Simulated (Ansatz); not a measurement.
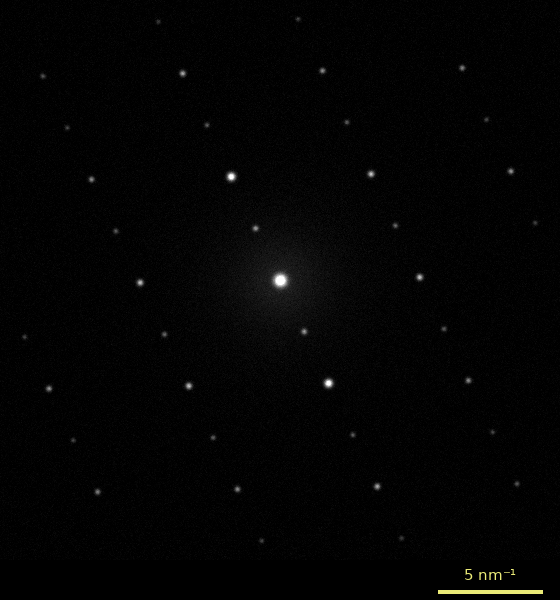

Computed electron diffraction pattern, 200 kV, single scattering only, B = 0.8 Å².

Phase: Be₃GeO, space group Pm-3m (No. 221), a = 3.634 Å. Structure: the end point of a relaxation with Ansatz, DFT PBE, scalar-relativistic, plane waves, PAW; the starting structure was generated, so it need not be a known form of this composition.

Question: Measure the pattern against the scale bar and name the zone.

Answer: The spots form a rectangular net whose two shortest vectors correspond to d = 3.63 Å and 1.63 Å, 90.0° apart. They index as 0 0 1 and 1 -2 0, so the zone axis is [210] (or an equivalent direction of <210>).
